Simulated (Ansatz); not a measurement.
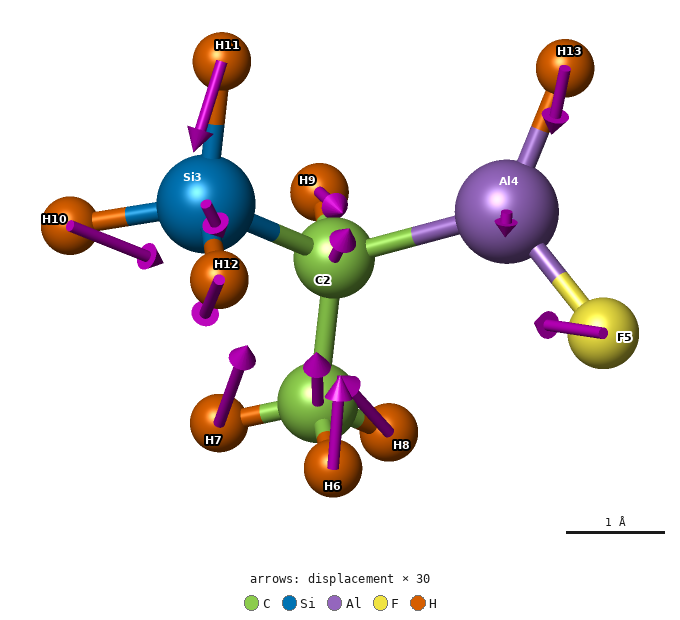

A relaxation of C2H8AlFSi. The starting structure is drawn; purple arrows show the displacements, magnified 30 times. The two geometries are superimposed by the best rigid fit.

A ball-and-stick model, seen at a tilt.

The start comes from PBE-D4/def2-SVP.

Method: RKS PBE0-D4/def2-TZVP in Ansatz.

The input:
```yaml
crystal:
  periodic: [false, false, false]
  atoms:
    - {symbol: C, position_ang: [-1.483739, 0.214878, 0.502703]}
    - {symbol: C, position_ang: [0.031795, 0.406468, 0.270755]}
    - {symbol: Si, position_ang: [1.013884, -1.180587, 0.613705]}
    - {symbol: Al, position_ang: [0.517857, 1.082573, -1.504638]}
    - {symbol: F, position_ang: [-0.620445, 0.940235, -2.738721]}
    - {symbol: H, position_ang: [-1.914531, -0.521313, -0.206948]}
    - {symbol: H, position_ang: [-1.706876, -0.151860, 1.528158]}
    - {symbol: H, position_ang: [-2.052284, 1.157997, 0.365181]}
    - {symbol: H, position_ang: [0.456870, 1.153431, 0.984521]}
    - {symbol: H, position_ang: [0.780266, -1.685835, 2.015635]}
    - {symbol: H, position_ang: [2.490914, -0.937946, 0.429036]}
    - {symbol: H, position_ang: [0.600436, -2.269547, -0.344992]}
    - {symbol: H, position_ang: [1.906252, 1.756906, -1.899796]}
basis:
  gaussian: {orbitals: def2-TZVP}
hamiltonian: {xc: pbe0, dispersion: d4}
relax: {f_tol: 0.005, max_steps: 150}
```

Run as
```bash
ansatz run in.yaml --threads 4 --pin off --events-out ev --progress --plain --max-ram 10444MiB
```

Question: What happened in the run?

Answer: The atom that moves furthest after the best rigid fit is H7 (0.046 Å). By element the largest moves are H 0.046 Å, F 0.039 Å, C 0.026 Å, Si 0.019 Å, Al 0.010 Å. Near-neighbour distances that change, for instance: Al4–F5 1.685 → 1.653 Å, C2–Si3 1.898 → 1.873 Å, Si3–H10 1.508 → 1.490 Å, C1–H6 1.110 → 1.093 Å. After 6 geometry steps the energy has fallen by 5.01 kJ/mol. Largest force component: 0.61 eV/Å at the start, 0.0035 eV/Å at the end. The run took 30 s on 4 threads of Arm Neoverse V2, on a shared host.
